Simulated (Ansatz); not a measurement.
# BiAs (model cell, started as zinc blende): a soft mode frozen in

Aim: this structure of BiAs (model cell, started as zinc blende) is to be tested for unstable modes, and one is followed downhill.

Calculated with Ansatz 0.2.0; DFT PBEsol, scalar-relativistic, plane waves, PAW.

The structure was built from a prototype and need not be the compound's stable phase.

## Step 1: The structure

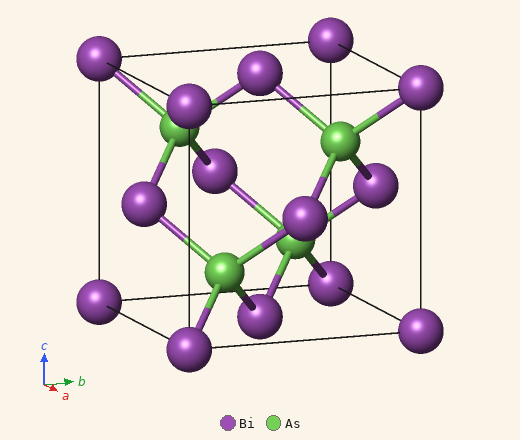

The starting structure, seen slightly off an axis (bismuth purple, arsenic green). This picture shows the conventional cell, with its axes. Bonds to atoms that aren't drawn are left out. Some periodic images of atoms are drawn too.

## Step 2: Response at finite wavevector

The cell comes from relaxations at this level that are not shown. Stability and thermal properties need the whole zone. Linear response on a 4×4×4 q mesh gives force constants as far as a supercell of that size would.

input.yaml reads:

```yaml
crystal:
  lattice:
    - [0.0, 3.2992007818, 3.2992007818]
    - [3.2992007818, 0.0, 3.2992007818]
    - [3.2992007818, 3.2992007818, 0.0]
  atoms:
    - { symbol: Bi, position: [0.0, 0.0, 0.0] }
    - { symbol: As, position: [0.25, 0.25, 0.25] }
kpoints:
  mp_grid: { grid: [12, 12, 12] }
hamiltonian:
  xc: pbesol
scf:
  occupations: { method: methfessel_paxton, width: 0.15 }
output:
  eigenvalues: true
phonons:
  method: dfpt
  qmesh: [4, 4, 4]
  temperatures: { t_max: 1000, t_step: 50 }
  qpath:
    path:
      - [[0.0, 0.0, 0.0], [-0.5, -0.5, 0.0], [-0.375, -0.375, 0.25]]
      - [[-0.375, 0.0, 0.375], [0.0, 0.0, 0.0], [0.0, 0.0, 0.5], [-0.5, -0.25, 0.25], [-0.5, -0.5, 0.0]]
    npoints: 10
```

Run with:

```console
> ansatz run input.yaml --threads 4 --pin off --max-ram 7168MiB --backend cpu --events-out ev --progress --plain --runs-dir out
```

Numbers of over 12 decimals in the logs are rounded to 6 here.

The program printed:

```text
Warning: phonons: the dynamical matrix that this run interpolates holds no multipole term above the dipole-dipole one, and a site of this crystal is no centre of inversion, so its interpolated transverse optical and acoustic branches and sound speeds can stay off near Gamma, and the density of states and the thermodynamics with them. What a run solves at a wave vector of phonons.qpoints, Gamma apart, where the deck admits one, is free of this, and under fd what a larger phonons.supercell samples
Engine: ansatz 0.2.0, aarch64-unknown-linux-gnu
Pseudopotentials: kind: paw
Pseudopotential: Bi, paw, valence charge 15, recommended cutoff 420 eV (normal), Bi.paw.azcp
Pseudopotential: As, paw, valence charge 15, recommended cutoff 420 eV (normal), As.paw.azcp
Functional definition: PBEsol
  exchange = pbesol_x
  correlation = pbesol_c
Crystal: 2 atoms, lattice volume = 71.822 Å³
Basis set: ecut = 420 eV, 1411 PW (Γ), exchange–correlation on 64×64×64 points (8 copies of the dense FFT grid, shifted against one another)
Bands: 19, of which v1, the nominal top of the filled ones, is band 15 counted from 1 (14 counted from 0)
Symmetry: 24 space group operations
k-points: 72 of 1728 (time reversal used)
Non-local potential: Bi, projectors of the file, l = 0: 2, l = 1: 2, l = 2: 2, l = 3: 2
Non-local potential: As, projectors of the file, l = 0: 2, l = 1: 2, l = 2: 3, l = 3: 1
PAW form: soft (Blöchl's): semilocal exchange-correlation on the pseudo side does not see the compensation charge
PAW frozen core: Bi, regenerated for the run's functional, and the local potential with it (the file was generated under x = pbe(κ = 0.804, μ = 0.219515), c = pbe(β = 0.066725))
PAW frozen core: As, regenerated for the run's functional, and the local potential with it (the file was generated under x = pbe(κ = 0.804, μ = 0.219515), c = pbe(β = 0.066725))
PAW one-centre angular grid: Bi, 590 points (default); XC on 64 Gauss nodes
PAW one-centre angular grid: As, 590 points (default); XC on 64 Gauss nodes
Initial density: superposition of atomic densities (neutral atoms: chi_scale 0, normalization atom), corrected by the library's trained network
Initial wavefunctions: pseudopotential atomic-orbital guess
Functional: x = pbesol(κ = 0.804, μ = 0.123457), c = pbesol(β = 0.046)
SCF iter   1: F=—  HF=-17054.447067 eV  |F-HF|=—  |Δ(HF+E_count)|=         —  Δρ=1.48e-3  dr2=2.09e-3  ethr=1.77e-3  ⟨swp⟩=5.7  Hψ=6636  notcnv=0
preconditioner: auto → Kerker (q_TF=auto, 2.359 Å⁻¹)  [metal: Δε(μ)=0.039 eV  Ē_g=8.919 eV  σ=0.150 eV  W_gap=0.21  n_scr=14 (ndim 8)  ℏωp=13.9 eV  f_vac=0.122  D(μ)=0.75/eV (n_scr^D=0)]
SCF iter   2: F=—  HF=-17054.445765 eV  |F-HF|=—  |Δ(HF+E_count)|=   1.30e-3  S|Δr|=    0.00e0  Δρ=8.60e-4  dr2=4.79e-4  ethr=6.96e-6  ⟨swp⟩=2.3  Hψ=3006  notcnv=0
SCF iter   3: F=—  HF=-17054.445830 eV  |F-HF|=—  |Δ(HF+E_count)|=   6.50e-5  S|Δr|=    0.00e0  Δρ=2.37e-4  dr2=5.20e-5  ethr=1.60e-6  ⟨swp⟩=2.0  Hψ=2055  notcnv=0
SCF iter   4: F=—  HF=-17054.445858 eV  |F-HF|=—  |Δ(HF+E_count)|=   2.76e-5  S|Δr|=    0.00e0  Δρ=1.04e-4  dr2=1.10e-5  ethr=1.73e-7  ⟨swp⟩=1.9  Hψ=1535  notcnv=0
SCF iter   5: F=—  HF=-17054.445852 eV  |F-HF|=—  |Δ(HF+E_count)|=   6.41e-6  S|Δr|=    0.00e0  Δρ=3.27e-5  dr2=1.82e-6  ethr=3.67e-8  ⟨swp⟩=2.0  Hψ=1587  notcnv=0
SCF iter   6: F=—  HF=-17054.445857 eV  |F-HF|=—  |Δ(HF+E_count)|=   5.15e-6  S|Δr|=    0.00e0  Δρ=1.58e-5  dr2=2.88e-7  ethr=6.06e-9  ⟨swp⟩=2.0  Hψ=2448  notcnv=0
SCF iter   7: F=—  HF=-17054.445857 eV  |F-HF|=—  |Δ(HF+E_count)|=   1.77e-7  S|Δr|=    0.00e0  Δρ=5.27e-6  dr2=2.06e-8  ethr=9.60e-10  ⟨swp⟩=2.0  Hψ=2456  notcnv=0
SCF iter   8: F=—  HF=-17054.445857 eV  |F-HF|=—  |Δ(HF+E_count)|=   3.02e-8  S|Δr|=    0.00e0  Δρ=1.18e-6  dr2=1.08e-9  ethr=6.86e-11  ⟨swp⟩=2.0  Hψ=2460  notcnv=0
SCF iter   9: F=—  HF=-17054.445857 eV  |F-HF|=—  |Δ(HF+E_count)|=   3.53e-9  S|Δr|=    0.00e0  Δρ=2.84e-7  dr2=1.39e-10  ethr=3.60e-12  ⟨swp⟩=2.0  Hψ=2457  notcnv=0
SCF iter  10: F=—  HF=-17054.445857 eV  |F-HF|=—  |Δ(HF+E_count)|=  2.15e-10  S|Δr|=    0.00e0  Δρ=1.20e-7  dr2=2.72e-11  ethr=1.00e-12  ⟨swp⟩=2.0  Hψ=1558  notcnv=0
SCF iter  11: F=-17054.445857 eV  HF=-17054.445857 eV  |F-HF|=0.00e0  |Δ(HF+E_count)|=  1.09e-11  S|Δr|=    0.00e0  Δρ=3.12e-8  dr2=8.53e-13  ethr=1.00e-12  ⟨swp⟩=6.0  Hψ=5706  notcnv=0
SCF 1 converged in 11 iterations: F = -17054.445857 eV  dr2 = 8.53e-13
  greatest PAW one-centre occupation: 0.999 electrons in one spin orbital (limit 2), on the As atom at site 1 (counted from 0), in its partial waves of l = 2
Initial density: read from a saved state, or passed on in memory by an earlier SCF of this step, an earlier step, the calling program or the single point that the run made first
iter 1 solved again at ethr=1.49e-7 eV; its pass at ethr=3.10e-3 eV (dr2=4.46e-5 eV) is discarded
SCF iter   1: F=—  HF=-17054.445852 eV  |F-HF|=—  |Δ(HF+E_count)|=         —  Δρ=3.89e-7  dr2=7.79e-11  ethr=1.49e-7  ⟨swp⟩=3.3  Hψ=10508  notcnv=0
eigensolver tolerance schedule: the retry pair's looser diagonalisation over-reported the residual by 572531.77 of it (diagonalisation noise at an unbounded share of the residual, at the tolerance the schedule requests for it); recorded, not acted on — ethr = c·dr2/N_el stays at c = 1.0e-1
preconditioner: auto → Kerker (q_TF=auto, 2.359 Å⁻¹)  [metal: Δε(μ)=0.041 eV  Ē_g=8.922 eV  σ=0.150 eV  W_gap=0.22  n_scr=14 (ndim 8)  ℏωp=13.9 eV  f_vac=0.127  D(μ)=0.72/eV (n_scr^D=0)]
SCF iter   2: F=—  HF=-17054.445857 eV  |F-HF|=—  |Δ(HF+E_count)|=   4.75e-6  S|Δr|=    0.00e0  Δρ=2.33e-7  dr2=2.94e-11  ethr=1.00e-12  ⟨swp⟩=4.0  Hψ=4486  notcnv=0
SCF iter   3: F=—  HF=-17054.445857 eV  |F-HF|=—  |Δ(HF+E_count)|=  3.64e-12  S|Δr|=    0.00e0  Δρ=1.47e-7  dr2=1.18e-11  ethr=1.00e-12  ⟨swp⟩=1.0  Hψ=1368  notcnv=0
SCF iter   4: F=-17054.445857 eV  HF=-17054.445857 eV  |F-HF|=7.28e-12  |Δ(HF+E_count)|=  3.64e-12  S|Δr|=    0.00e0  Δρ=1.08e-7  dr2=6.16e-12  ethr=1.00e-12  ⟨swp⟩=3.5  Hψ=3687  notcnv=0
SCF 2 converged in 4 iterations: F = -17054.445857 eV  dr2 = 6.16e-12
phonons: the bands overlap, so this run is a metal and interpolates without the dipole-dipole term. If the crystal is really an insulator or semiconductor, its LO-TO splitting is missing
NSCF: frozen V_eff on 72 k-points
WARN: eigensolver did not converge in 2 slots of this pass, the one above among them; of largest residual over every band (k=26): 1 band(s) unlocked (lowest unlocked band 18, counted from 0; max residual 1.10e-5 eV among the unlocked bands, 1.10e-5 eV over every band); of lowest unlocked band (k=26): band 18
NSCF: frozen V_eff on 163 k-points
DFPT response loops at q = (0, 0, 0) (fractional): preconditioner auto → Kerker (q_TF=auto, 2.359 Å⁻¹) (partly filled bands, converged f_vac=0.127); β = 1.00, the filter's whole step (`scf.mixing.beta` (0.50) is not read by the response loops under this deck's `scf.mixing.preconditioner`; to damp them name `kerker` or `kerker_dos`, under which they read `scf.mixing.beta`, and type it under 1.00, their step now; both keys bind the ground state too); Broyden in place of MSR1
NSCF: frozen V_eff on 1872 k-points
DFPT response loops at q = (0, 0, 0.25) (fractional): mixed as the last ones told, above
NSCF: frozen V_eff on 952 k-points
DFPT response loops at q = (0, 0, -0.5) (fractional): mixed as the last ones told, above
NSCF: frozen V_eff on 1020 k-points
DFPT response loops at q = (0, 0.25, 0.25) (fractional): mixed as the last ones told, above
NSCF: frozen V_eff on 3456 k-points
DFPT response loops at q = (0, 0.25, -0.5) (fractional): mixed as the last ones told, above
NSCF: frozen V_eff on 1872 k-points
DFPT response loops at q = (0, 0.25, -0.25) (fractional): mixed as the last ones told, above
NSCF: frozen V_eff on 560 k-points
DFPT response loops at q = (0, -0.5, -0.5) (fractional): mixed as the last ones told, above
NSCF: frozen V_eff on 1020 k-points
DFPT response loops at q = (0.25, -0.5, -0.25) (fractional): mixed as the last ones told, above
SCF converged after 11 iterations
Stability not checked: this state was not tested for a lower state beside it, because cold or Methfessel-Paxton smearing, or corrected tetrahedra, fill the levels in a way that the test cannot read (fill_not_monotonic; see scf.lower_state_search)
Free energy (F): -17054.445857 eV
Harris-Foulkes:  -17054.445857 eV  (|F-HF|=0.00e0)
Internal energy: -17054.447383 eV  (E = F + TS)
E sigma→0 (E₀):  -17054.446238 eV
Entropy (-TS):   0.001526 eV (0.763 meV/atom)
Fermi energy:    6.855240 eV
--- Per-component energies (eV) ---
  E_band       = -432.782507
  E_kinetic    = 404.291583
  E_local      = -3903.350943  (includes V_loc(G=0)·N_el)
  E_nonlocal   = -106.741187
  E_hartree    = 1724.746637
  E_xc         = -228.350045
  E_vxc        = -222.391084  (∫ρ·V_xc dr)
  E_paw        = -12301.095542  (= ΣΔE_a)
  E_vpaw       = -54.083681  (= ΣTr[D̂ρ^β])
  E_aug_tail   = -0.000453  (compensation charges beyond the density's cutoff)
  E_ewald      = -2645.003612
  E_core_change = 1.056181  (= ΣΔE_core)
  E_smearing   = 0.001526  (= −TS)
  E_closure    = 0.000000  (closes the sum)
  Σ components = -17054.445857   (vs F -17054.445857, Δ=0.00e0)
--- Band table (eV; the first three rows and the last of 72) ---
  k-point 0: bands = [... 11 lower, 0.1391, 5.3027, 5.3027, 5.3027, 7.8575, 7.8575, 7.8575, 10.7680]
  k-point 1: bands = [... 11 lower, -0.0336, 5.2155, 5.2155, 5.2503, 7.9279, 7.9802, 7.9802, 11.1117]
  k-point 2: bands = [... 11 lower, -0.4897, 5.0104, 5.0104, 5.0678, 8.2721, 8.2721, 8.2732, 11.8864]
  k-point 71: bands = [... 11 lower, -3.5899, 3.0564, 3.1118, 7.4594, 8.1725, 9.5225, 10.4422, 13.1510]
--- Phonons (Γ-DFPT): 2 representative perturbations + reference (Σ response iterations 6) ---
  ASR residual: 5.098e-5 → 0.000e0 eV/Å²; symmetrization residual: 2.454e-5 eV/Å²
  ASR residual per site (eV/Å²): 5.10e-5 1.82e-5
  Γ frequencies (cm⁻¹): 0.00 0.00 0.00 158.20 158.20 158.20
--- Phonons (arbitrary-q DFPT): 8 irreducible q on the 4×4×4 mesh ---
  q = [0.0000, 0.0000, 0.0000] (star 1, of the zone-centre solve; hermiticity 9.67e-6, symmetrization 1.22e-11): -0.00 -0.00 0.00 158.20 158.20 158.20
  q = [0.0000, 0.0000, 0.2500] (star 8, 2 solved perturbations on 936 of 1728 k-point pairs; hermiticity 5.80e-6, symmetrization 8.85e-9): -16.20 -16.20 39.83 145.83 150.97 150.97
  q = [0.0000, 0.0000, -0.5000] (star 4, 2 solved perturbations on 476 of 1728 k-point pairs; hermiticity 8.87e-6, symmetrization 4.19e-6): 8.55 8.55 76.81 134.02 148.25 148.25
  q = [0.0000, 0.2500, 0.2500] (star 6, 4 solved perturbations in 1608 linear systems a pass and spin channel, the states on 510 of 1728 k-point pairs; hermiticity 1.04e-5, symmetrization 1.30e-8): -35.66 -35.66 54.83 133.71 133.71 146.48
  q = [0.0000, 0.2500, -0.5000] (star 24, 4 solved perturbations in 5328 linear systems a pass and spin channel, the states on 1728 of 1728 k-point pairs; hermiticity 6.47e-6, symmetrization 3.83e-9): -14.07 -5.50 77.09 128.16 130.78 141.51
  q = [0.0000, 0.2500, -0.2500] (star 12, 4 solved perturbations in 2892 linear systems a pass and spin channel, the states on 936 of 1728 k-point pairs; hermiticity 7.89e-6, symmetrization 1.22e-6): -20.44 9.35 71.05 137.34 142.08 144.75
  q = [0.0000, -0.5000, -0.5000] (star 3, 4 solved perturbations in 886 linear systems a pass and spin channel, the states on 280 of 1728 k-point pairs; hermiticity 1.04e-5, symmetrization 2.40e-8): 21.36 21.36 74.13 111.35 111.35 143.53
  q = [0.2500, -0.5000, -0.2500] (star 6, 4 solved perturbations in 1544 linear systems a pass and spin channel, the states on 510 of 1728 k-point pairs; hermiticity 1.95e-5, symmetrization 9.75e-6): -23.02 31.35 78.92 120.90 126.79 133.62
  sum rule: each row above includes the acoustic sum rule's correction from the zone centre's row sums; it moved no ω² by more than (0.26 cm⁻¹)²
  mesh force constants: q→R imaginary residual 2.01e-18; ASR residual 5.098e-5 → 0.000e0 eV/Å²; symmetrization residual 2.665e-15 eV/Å²
  interpolated dispersion: 62 rows × 6 modes
  density of states and harmonic sums: on the 16×16×16 q-mesh, interpolated from the force constants of a 4×4×4 supercell (no non-analytic term)
  largest difference from the sums on the solved wave vectors: F 6.12e-2 eV, S 7.68e-5 and C_V 1.55e-5 eV/K
  zero-point energy: 0.030416 eV/cell   skipped modes (ω ≤ 0): 196, of them read as no rigid motion or as one in doubt: 193 (1.334e0 modes/cell left out, lowest -35.66 cm⁻¹)   left out of the sums: 2.23e-1 of the cell's modes: C_V's classical limit lies that fraction below 3 k_B per atom; for a crystal, a wire or a layer, F and S can be off by more, and a phonons.interpolated_qmesh denser along its periods is the remedy for the sampling
```

The job ended after 9.9 min (4 threads of Arm Neoverse V1, shared host; peak memory 4.3 GiB; 39 min of CPU time).

Numbers from this step:

```yaml
volume_per_atom: 35.91 Å³
gap_on_the_k_mesh: 0 eV
sum_rule_residual_before_enforcement: 5.10e-5 eV/Å²
lowest_frequency_on_the_path: -35.66 cm⁻¹
point_group: -43m
highest_frequency_on_the_path_or_at_a_solved_wavevector: 158.2 cm⁻¹
highest_optical_mode_at_the_zone_centre_no_lo_to_term: 158.2 cm⁻¹
lowest_optical_zone_centre_mode: 158.2 cm⁻¹
lowest_mode_on_the_q_mesh_acoustic_modes_at_gamma_apart: -35.66 cm⁻¹
```

Frequencies (cm⁻¹) solved at each irreducible wavevector; negative means imaginary. Frequencies by wavevector, by row:

```
q in reciprocal lattice units  star  mode 1  mode 2  mode 3  mode 4  mode 5  mode 6
                        0 0 0     1       0       0       0   158.2   158.2   158.2
                     0 0 0.25     8   -16.2   -16.2    39.8   145.8     151     151
                     0 0 -0.5     4     8.6     8.6    76.8     134   148.2   148.2
                  0 0.25 0.25     6   -35.7   -35.7    54.8   133.7   133.7   146.5
                  0 0.25 -0.5    24   -14.1    -5.5    77.1   128.2   130.8   141.5
                 0 0.25 -0.25    12   -20.4     9.3      71   137.3   142.1   144.8
                  0 -0.5 -0.5     3    21.4    21.4    74.1   111.3   111.3   143.5
              0.25 -0.5 -0.25     6     -23    31.4    78.9   120.9   126.8   133.6
```

Interpolated from a 4×4×4 q mesh. The phonon branches at the labelled points (cm⁻¹):

```
    point  branch 1  branch 2  branch 3  branch 4  branch 5  branch 6
        Γ         0         0         0       158       158       158
        X        21        21        74       111       111       144
        U        12        24        77       123       123       140
jump to K        12        24        77       123       123       140
        Γ         0         0         0       158       158       158
        L         8         8        77       134       148       148
        W       -23        31        79       121       127       134
        X        21        21        74       111       111       144
```

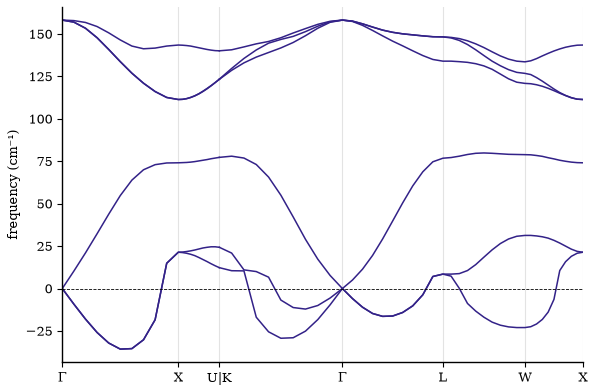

Phonon branches along the path.

Symmetry leaves 8 wavevectors to solve. The lowest mode among them, the acoustic zeros apart, lies at q = (0, 0.25, 0.25) and is imaginary, 35.7i cm⁻¹, so the energy falls along it.

## Step 3: The mode frozen in, largest atomic shift 0 Å

The mode followed lies at q = (0.25, -0.5, -0.25) with frequency 23.0i cm⁻¹, one of the unstable modes though not the softest. At small amplitude the distorted cell has space group no. 121 by a symmetry search on the positions. The undistorted cell that holds it gives the zero of energy on the same k mesh.

System of this step: BiAs (model cell, started as zinc blende). The structure is cubic, space group F-43m (No. 216). The conventional cell has a = 6.598 Å, b = 6.598 Å, c = 6.598 Å, α = 90.00°, β = 90.00°, γ = 90.00°. Nearest to Bi lie 4 As at 2.86 Å. Nearest to As lie 4 Bi at 2.86 Å. Farther neighbours are not listed.

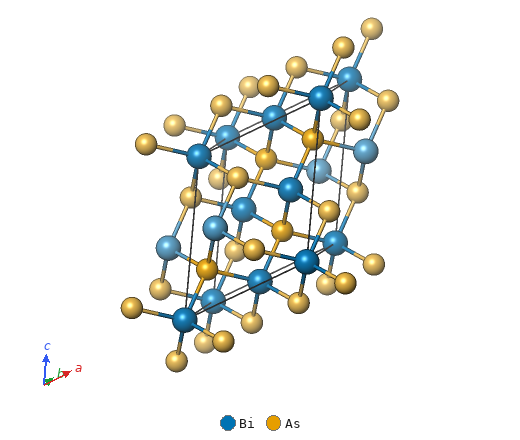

The cell of this step (bismuth blue, arsenic orange). Some periodic images of atoms are drawn too.

input.yaml reads:

```yaml
crystal:
  lattice:
    - [0.0, 0.0, -6.5984015635]
    - [6.5984015635, 0.0, 0.0]
    - [3.2992007818, -6.5984015635, -3.2992007818]
  atoms:
    - { symbol: Bi, position: [0.5, 0.5, 0.0] }
    - { symbol: Bi, position: [0.0, 0.0, 0.0] }
    - { symbol: Bi, position: [0.25, 0.75, 0.5] }
    - { symbol: Bi, position: [0.75, 0.25, 0.5] }
    - { symbol: As, position: [0.625, 0.625, 0.25] }
    - { symbol: As, position: [0.125, 0.125, 0.25] }
    - { symbol: As, position: [0.375, 0.875, 0.75] }
    - { symbol: As, position: [0.875, 0.375, 0.75] }
kpoints:
  mp_grid: { grid: [6, 6, 6] }
hamiltonian:
  xc: pbesol
scf:
  occupations: { method: methfessel_paxton, width: 0.15 }
output:
  forces: true
  stress: true
  eigenvalues: true
```

The program printed:

```text
[...]
Crystal: 8 atoms, lattice volume = 287.287 Å³
Basis set: ecut = 420 eV, 5647 PW (Γ), exchange–correlation on 90×90×120 points (8 copies of the dense FFT grid, shifted against one another)
Bands: 72, of which v1, the nominal top of the filled ones, is band 60 counted from 1 (59 counted from 0)
Symmetry: 32 space group operations
[...]
k-point 0: bands = [... 56 lower, 5.3056, 6.3623, 6.4493, 7.4626, 7.4626, 7.8588, 7.8588, 7.8597, ... 8 higher]
  k-point 1: bands = [... 56 lower, 5.5076, 6.3351, 6.5581, 7.1445, 7.1445, 7.5371, 7.5371, 7.6120, ... 8 higher]
  k-point 2: bands = [... 56 lower, 5.9691, 6.4056, 6.6084, 6.6084, 6.6543, 6.7663, 6.7663, 7.1477, ... 8 higher]
  k-point 29: bands = [... 56 lower, 5.1182, 5.1182, 5.7579, 5.7579, 8.8938, 8.8938, 8.9261, 8.9261, ... 8 higher]
[key lines of the parts left out:]
SCF converged after 6 iterations
Free energy (F): -68217.767435 eV
Fermi energy:    6.891261 eV
P = ⅓ Tr σ = 0.0485 GPa (0.485 kbar)
```

Elapsed: 12 s, on 4 threads; peak memory 0.94 GiB.

Numbers from this step:

* pressure: 0.04848 GPa
* energy from the undistorted cell: 0 meV/atom

The run ends at a pressure of 0.05 GPa.

## Step 4: The mode frozen in, largest atomic shift 0.22 Å

The atoms are moved along the unstable eigenvector, the largest shift by 0.22 Å, with the cell fixed.

input.yaml, the sections that differ from step 3:

```yaml
crystal:
  lattice:
    - [0.0, 0.0, -6.5984015635]
    - [6.5984015635, 0.0, 0.0]
    - [3.2992007818, -6.5984015635, -3.2992007818]
  atoms:
    - { symbol: Bi, position: [0.5145164143, 0.4854835857, 0.0] }
    - { symbol: Bi, position: [-0.0145164143, 0.0145164143, 0.0] }
    - { symbol: Bi, position: [0.2645164143, 0.7645164143, 0.5] }
    - { symbol: Bi, position: [0.7354835857, 0.2354835857, 0.5] }
    - { symbol: As, position: [0.625, 0.625, 0.25] }
    - { symbol: As, position: [0.125, 0.125, 0.25] }
    - { symbol: As, position: [0.3583292959, 0.8583292959, 0.7833414082] }
    - { symbol: As, position: [0.8916707041, 0.3916707041, 0.7166585918] }
# kpoints, hamiltonian, scf, output: as in step 3
```

The program printed:

```text
[...]
Crystal: 8 atoms, lattice volume = 287.287 Å³
Basis set: ecut = 420 eV, 5647 PW (Γ), exchange–correlation on 90×90×120 points (8 copies of the dense FFT grid, shifted against one another)
Bands: 72, of which v1, the nominal top of the filled ones, is band 60 counted from 1 (59 counted from 0)
Symmetry: 8 space group operations
[...]
k-points: 30 of 216 (time reversal used)
[...]
k-point 0: bands = [... 56 lower, 5.3176, 6.3068, 6.3459, 7.2960, 7.2960, 7.7570, 8.0824, 8.0824, ... 8 higher]
  k-point 1: bands = [... 56 lower, 5.5272, 6.2576, 6.4373, 7.0586, 7.0586, 7.4105, 7.5386, 7.7696, ... 8 higher]
  k-point 2: bands = [... 56 lower, 5.9717, 6.2512, 6.4217, 6.5473, 6.5473, 6.7748, 6.9564, 7.2870, ... 8 higher]
  k-point 29: bands = [... 56 lower, 5.0646, 5.1362, 5.7625, 5.8612, 8.4464, 8.8067, 8.8942, 8.9133, ... 8 higher]
[key lines of the parts left out:]
SCF converged after 6 iterations
Free energy (F): -68217.774958 eV
Fermi energy:    6.868673 eV
P = ⅓ Tr σ = -0.3723 GPa (-3.723 kbar)
```

Wall time 13 s (4 threads); peak memory 0.94 GiB.

Numbers from this step:

```yaml
pressure: -0.3723 GPa
energy_from_the_undistorted_cell: -1.022 meV/atom
```

The energy, extrapolated to zero smearing, is -1.02 meV/atom against the undistorted cell.

The run ends at a pressure of -0.37 GPa, with forces up to 0.048 eV/Å.

[end of part 1 of 2]

[Logs are printed without paths, hosts, clocks, repeated set-up lines and the standing remarks that a program may print on its own settings, such as how far it seeks lower states.]

[Hosts, paths, dates, database ids (printed as entryN), source tags and the programs' standing remarks are cut or masked in the printed files.]
